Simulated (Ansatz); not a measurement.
## Nudged elastic band of ZrH5BrO4 (part 2 of 2)

ZrH5BrO4; RKS PBE/def2-SVP (Ansatz 0.2.0). It belongs to a series of runs on one base structure; here: band between the two ends.

Geometry of the input (Å):
```
Zr -0.2352  -0.2932  0.0368
O  -0.0183  0.2250  1.9705
H  -0.3403  -0.0667  2.8397
O  1.5143  -0.5527  -0.7313
H  2.3943  -0.4303  -1.1116
O  -1.1886  1.1081  -0.8824
H  -1.4915  1.9123  -1.3236
O  -1.2523  -1.9363  -0.0325
H  -1.6827  -2.7314  -0.3747
Br 1.7376  2.7886  2.1003
H  0.8849  1.5509  2.1521
```

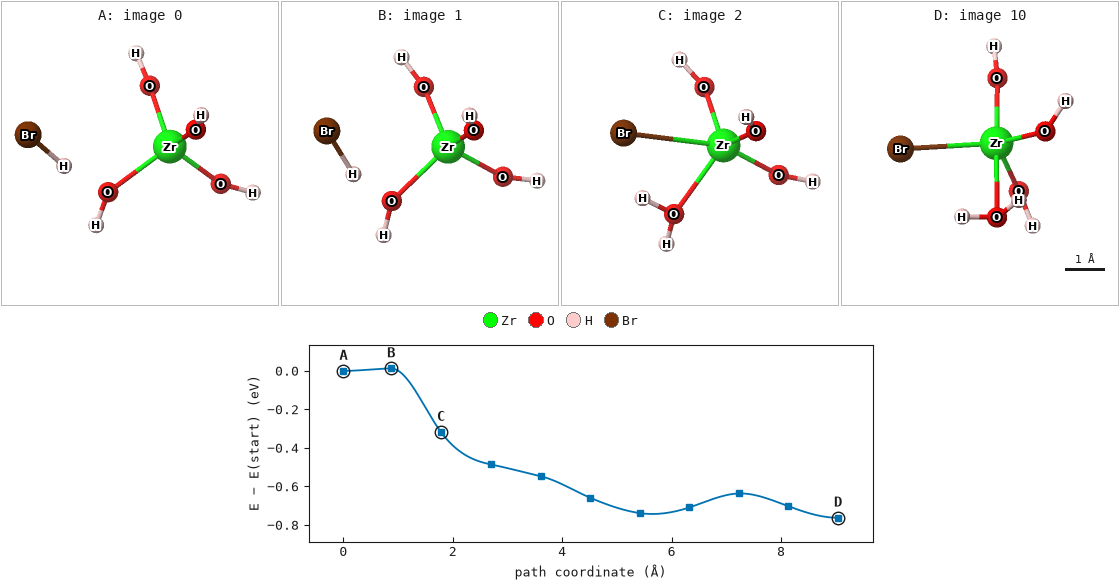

*Images of the last band (counted from 0; ball-and-stick, seen at a tilt) above the energy along the path; the line is a cubic interpolation that uses the forces.*

The highest image is number 1, 0.013 eV above the start and 0.775 eV above the end (the climbing image); the end lies 0.762 eV below the start. A further maximum stands at image 8, −0.636 eV from the start, so the path isn't one elementary step. The path is 9.04 Å long. The band converged in 28 iterations.

```
Total energy: -79570.10323526 eV, -2924.1473593427 hartree
Atom 0 at    -0.213148    -0.256204     0.103031 Å, force     0.001965    -0.001185     0.006341 eV/Å
Atom 1 at    -0.039951     0.179705     2.091657 Å, force    -0.002782    -0.005847    -0.004429 eV/Å
Atom 2 at    -0.341839    -0.137785     2.959183 Å, force     0.000554     0.000439     0.000133 eV/Å
Atom 3 at     1.524239    -0.574330    -0.679319 Å, force     0.000646     0.000192     0.000890 eV/Å
Atom 4 at     2.397778    -0.268035    -0.963605 Å, force    -0.000232    -0.000284    -0.000475 eV/Å
Atom 5 at    -1.187481     1.136992    -0.818621 Å, force    -0.005671    -0.001489    -0.003490 eV/Å
Atom 6 at    -1.236456     2.051064    -1.135132 Å, force     0.004074     0.002052     0.002153 eV/Å
Atom 7 at    -1.249705    -1.882500    -0.012660 Å, force    -0.000753     0.000400    -0.000908 eV/Å
Atom 8 at    -1.608583    -2.686199    -0.413326 Å, force    -0.000270    -0.000181     0.000425 eV/Å
Atom 9 at     1.539210     2.608993     1.467183 Å, force    -0.005825    -0.005277     0.004867 eV/Å
Atom 10 at     0.738138     1.402700     2.044709 Å, force     0.008293     0.011180    -0.005507 eV/Å
Dipole moment:    -0.301769    -0.554424    -0.107957 e Å
this run last wrote the band of iteration 28 to [file]
```

The last band as extended XYZ (Å, eV, eV/Å):
```
11
Properties=species:S:1:pos:R:3:forces:R:3 image=0 energy=-79570.11624
Zr   -0.2352   -0.2932    0.0368   -0.0001  -0.0019   0.0042
O    -0.0183    0.2250    1.9705   -0.0029   0.0000   0.0124
H    -0.3403   -0.0667    2.8397    0.0031  -0.0009  -0.0099
O     1.5143   -0.5527   -0.7313   -0.0016   0.0045  -0.0029
H     2.3943   -0.4303   -1.1116    0.0003  -0.0038   0.0007
O    -1.1886    1.1081   -0.8824    0.0047   0.0014  -0.0011
H    -1.4915    1.9123   -1.3236   -0.0020   0.0001  -0.0002
O    -1.2523   -1.9363   -0.0325   -0.0010  -0.0050  -0.0037
H    -1.6827   -2.7314   -0.3747    0.0005   0.0036   0.0021
Br    1.7376    2.7886    2.1003   -0.0130  -0.0166   0.0002
H     0.8849    1.5509    2.1521    0.0120   0.0186  -0.0019
11
Properties=species:S:1:pos:R:3:forces:R:3 image=1 energy=-79570.10315
Zr   -0.2131   -0.2562    0.1030    0.0020  -0.0012   0.0063
O    -0.0400    0.1797    2.0917   -0.0028  -0.0058  -0.0044
H    -0.3418   -0.1378    2.9592    0.0006   0.0004   0.0001
O     1.5242   -0.5743   -0.6793    0.0006   0.0002   0.0009
H     2.3978   -0.2680   -0.9636   -0.0002  -0.0003  -0.0005
O    -1.1875    1.1370   -0.8186   -0.0057  -0.0015  -0.0035
H    -1.2365    2.0511   -1.1351    0.0041   0.0021   0.0022
O    -1.2497   -1.8825   -0.0127   -0.0008   0.0004  -0.0009
H    -1.6086   -2.6862   -0.4133   -0.0003  -0.0002   0.0004
Br    1.5392    2.6090    1.4672   -0.0058  -0.0053   0.0049
H     0.7381    1.4027    2.0447    0.0083   0.0112  -0.0055
11
Properties=species:S:1:pos:R:3:forces:R:3 image=2 energy=-79570.43341
Zr   -0.0757   -0.0608    0.0723    0.0712   0.1059  -0.0155
O     0.0316    0.1403    2.2673    0.0299  -0.0296   0.0924
H    -0.4687   -0.0803    3.0711   -0.0653   0.0102   0.0574
O     1.5654   -0.6078   -0.7966    0.0194  -0.0051  -0.0605
H     2.4119   -0.2019   -1.0421    0.0080   0.0371  -0.0435
O    -1.2350    1.1440   -0.9119   -0.0250   0.0097  -0.0469
H    -1.1622    2.0671   -1.2046    0.0451   0.0217  -0.0233
O    -1.1297   -1.6902    0.0754    0.0725   0.0972   0.0326
H    -1.5000   -2.5415   -0.2029    0.0445   0.0878   0.0889
Br    1.3616    2.3456    1.0209   -0.0896  -0.1440  -0.2167
H     0.5231    1.0599    2.2944   -0.1108  -0.1909   0.1351
11
Properties=species:S:1:pos:R:3:forces:R:3 image=3 energy=-79570.60170
Zr    0.0480    0.0734    0.0697   -0.0116  -0.0008  -0.0143
O     0.0430    0.0495    2.3795    0.0104  -0.0175   0.0112
H    -0.6959   -0.2442    2.9452   -0.0157  -0.0080  -0.0226
O     1.5459   -0.5754   -0.9780   -0.0003   0.0337  -0.0035
H     2.3373   -0.2068   -1.4012   -0.0030  -0.0276  -0.0397
O    -1.1854    1.1287   -1.0080    0.0403   0.0013   0.0084
H    -1.0771    1.9892   -1.4465   -0.0007  -0.0047  -0.0166
O    -1.0377   -1.5201    0.4053   -0.0101   0.0174   0.0085
H    -1.4018   -2.3456    0.0540    0.0193   0.0067   0.0286
Br    1.3677    2.2871    0.9644   -0.0195  -0.0027   0.0049
H     0.3782    0.9385    2.6585   -0.0092   0.0020   0.0352
11
Properties=species:S:1:pos:R:3:forces:R:3 image=4 energy=-79570.66302
Zr    0.1517    0.2132    0.1055    0.0245   0.0064  -0.0214
O     0.1459    0.0303    2.4198    0.0283  -0.0300   0.0039
H    -0.6259   -0.4727    2.7509    0.0055  -0.0265  -0.0165
O     1.5796   -0.6037   -0.9094    0.0099   0.0213   0.0244
H     2.2647   -0.5059   -1.5868   -0.0213  -0.0067  -0.0232
O    -1.0453    1.1216   -1.0978    0.0222  -0.0163  -0.0156
H    -1.4337    1.8236   -1.6366    0.0132  -0.0085  -0.0182
O    -0.9835   -1.3442    0.6517   -0.0121   0.0132   0.0001
H    -1.3138   -1.9788   -0.0089   -0.0352   0.0151   0.0355
Br    1.3225    2.4140    1.0546   -0.0333   0.0238   0.0190
H     0.2599    0.8770    2.9001   -0.0015   0.0083   0.0120
11
Properties=species:S:1:pos:R:3:forces:R:3 image=5 energy=-79570.77448
Zr    0.1683    0.2749    0.1214    0.0014   0.0264   0.0139
O     0.4080   -0.1060    2.4249    0.0345  -0.0445   0.0030
H    -0.4043   -0.6320    2.6007    0.0215  -0.0304  -0.0117
O     1.6964   -0.5500   -0.7371    0.0045   0.0041   0.0169
H     2.1737   -0.5696   -1.5810   -0.0006  -0.0090   0.0065
O    -0.8812    1.0320   -1.3054    0.0392  -0.0039  -0.0272
H    -1.4075    1.6949   -1.7736   -0.0010  -0.0196  -0.0146
O    -1.0929   -1.1688    0.7208   -0.0092   0.0283  -0.0008
H    -1.5627   -1.7589    0.1062   -0.0446   0.0285   0.0294
Br    0.8627    2.6117    1.1557   -0.0594   0.0302   0.0072
H     0.3617    0.7460    2.9105    0.0138  -0.0101  -0.0226
11
Properties=species:S:1:pos:R:3:forces:R:3 image=6 energy=-79570.85440
Zr    0.1332    0.3603    0.1115    0.0006  -0.0276  -0.0278
O     0.6793   -0.2735    2.3358    0.0097  -0.0004  -0.0095
H    -0.1309   -0.8264    2.4453    0.0156  -0.0022   0.0055
O     1.7375   -0.3867   -0.6709   -0.0035   0.0175   0.0079
H     2.2699   -0.5640   -1.4599   -0.0017  -0.0075   0.0092
O    -0.8776    1.0176   -1.3904   -0.0105   0.0077   0.0083
H    -1.4768    1.5498   -1.9317    0.0139  -0.0100  -0.0242
O    -1.1540   -1.0325    0.7665   -0.0014   0.0238  -0.0067
H    -1.8399   -1.4793    0.2428   -0.0161   0.0056   0.0073
Br    0.4281    2.6714    1.3200   -0.0203  -0.0012   0.0175
H     0.5535    0.5376    2.8740    0.0137  -0.0056   0.0126
11
Properties=species:S:1:pos:R:3:forces:R:3 image=7 energy=-79570.82517
Zr   -0.0276    0.3457    0.1154   -0.0048  -0.0022   0.0405
O     0.8259   -0.3932    2.2409    0.0174  -0.0078   0.0092
H     0.0403   -0.7680    2.6888   -0.0062  -0.0501  -0.0295
O     1.6740   -0.2526   -0.5998    0.0031  -0.0019  -0.0243
H     2.2323   -0.3460   -1.3848    0.0155  -0.0163  -0.0100
O    -0.9144    1.0400   -1.4454    0.0002   0.0054   0.0125
H    -1.2927    1.5415   -2.1798   -0.0205  -0.0110   0.0090
O    -1.2863   -1.0656    0.7013    0.0297   0.0119  -0.0166
H    -2.0155   -1.5109    0.2393    0.0079   0.0189   0.0148
Br    0.0417    2.5598    1.5279    0.0225   0.0180  -0.0178
H     1.0443    0.4238    2.7393   -0.0648   0.0352   0.0120
11
Properties=species:S:1:pos:R:3:forces:R:3 image=8 energy=-79570.75249
Zr   -0.1338    0.3440    0.1181    0.0211   0.0256   0.0152
O     0.8031   -0.4972    2.1960    0.0040  -0.0202   0.0168
H     0.1139   -0.4087    2.8848   -0.0034  -0.0031  -0.0103
O     1.6495   -0.1946   -0.4832    0.0079  -0.0080   0.0005
H     2.1401   -0.1659   -1.3195   -0.0052   0.0018  -0.0069
O    -0.8326    1.1333   -1.4918   -0.0019  -0.0029  -0.0012
H    -1.2682    1.6053   -2.2131   -0.0003   0.0017   0.0001
O    -1.4383   -1.0423    0.5276   -0.0018  -0.0068   0.0170
H    -2.0005   -1.7892    0.2793    0.0010  -0.0001  -0.0057
Br   -0.2097    2.4632    1.6557   -0.0075   0.0093  -0.0084
H     1.4987    0.1265    2.4891   -0.0138   0.0028  -0.0170
11
Properties=species:S:1:pos:R:3:forces:R:3 image=9 energy=-79570.81851
Zr   -0.2112    0.3414    0.1363   -0.0195   0.0042  -0.0060
O     0.7330   -0.5361    2.1975   -0.0101  -0.0001   0.0013
H     0.3702    0.0627    2.8861    0.0287   0.0680   0.0011
O     1.6338   -0.1576   -0.3531    0.0100  -0.0072   0.0318
H     2.0946   -0.0740   -1.2047   -0.0086   0.0072   0.0138
O    -0.7797    1.2266   -1.4778    0.0095   0.0068   0.0047
H    -1.2710    1.6605   -2.1878    0.0122   0.0019  -0.0052
O    -1.5113   -1.0694    0.3558   -0.0317   0.0060  -0.0175
H    -1.9511   -1.9293    0.3341    0.0135  -0.0201   0.0080
Br   -0.4666    2.3497    1.8082   -0.0306  -0.0101   0.0115
H     1.6815   -0.3001    2.1485    0.0265  -0.0567  -0.0434
11
Properties=species:S:1:pos:R:3:forces:R:3 image=10 energy=-79570.87822
Zr   -0.3293    0.3817    0.1391   -0.0129   0.0028  -0.0126
O     0.6399   -0.5879    2.1406    0.0045   0.0067   0.0040
H     0.6510    0.1786    2.7552   -0.0016  -0.0029   0.0070
O     1.5649   -0.1276   -0.2186    0.0007  -0.0003  -0.0026
H     2.0762    0.0050   -1.0347    0.0035  -0.0010   0.0007
O    -0.8191    1.2721   -1.4935   -0.0012   0.0004   0.0052
H    -1.1370    1.7751   -2.2549    0.0024  -0.0036   0.0018
O    -1.6029   -1.0884    0.2555    0.0091   0.0046   0.0050
H    -1.6410   -1.9289    0.7401   -0.0039  -0.0004  -0.0032
Br   -0.6210    2.3127    1.8733    0.0008  -0.0041  -0.0013
H     1.5404   -0.6178    1.7410   -0.0014  -0.0024  -0.0040
```

Summary:

| quantity | value |
| --- | --- |
| outcome | converged |
| barrier, forward | 0.013 eV |
| barrier, backward | 0.775 eV |
| wall time | 9.9 min (CPU time 37 min) |
| peak memory | 0.23 GiB |

Remarks:

The order of the saddle point was not checked.
